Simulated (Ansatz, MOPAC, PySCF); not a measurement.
C2H2 (SMILES C#C) and CH3I (SMILES CI) are pulled apart as rigid monomers along the line of their centres of mass, from the B3LYP-D3(BJ)/def2-TZVP minimum. Starting geometry (charge 0, multiplicity 1):
```csv
atom,x (Å),y (Å),z (Å)
C,-0.3668,-0.0942,0.7666
C,-0.2625,-1.0548,0.0594
H,-0.4479,0.7505,1.4092
H,-0.1760,-1.9023,-0.5758
C,1.5731,-0.8434,3.7788
I,0.8611,1.1235,4.3088
H,1.2120,-1.5288,4.5366
H,1.1685,-1.0762,2.8004
H,2.6559,-0.7983,3.7655
```

Interaction energies with rigid monomers; basis-set methods are counterpoise corrected unless marked otherwise.

Cores are frozen in the correlated methods. Filled d and f shells under p-block atoms count as core. Rows in 3-21G carry no dispersion term and start afresh at each structure; the Pople sets are all-electron and without relativity. The state that AM1 reach isn't checked.

Codes used: Ansatz (a quantum-chemistry and plane-wave program); MOPAC for AM1 (differences of heats of formation); PySCF for 3-21G rows, the dispersion terms. Each number belongs to the level named beside it. In def2 rows elements past Kr take small-core potentials, without spin–orbit coupling.

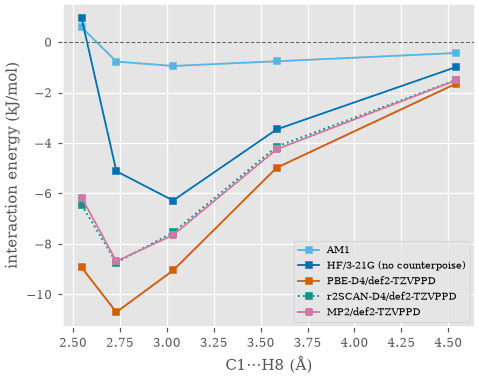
Figure. Interaction energy against separation

**Question.** Which level binds most strongly at C1···H8 = 2.73, and by how much?

**Answer.** PBE-D4/def2-TZVPPD, -11 kJ/mol.
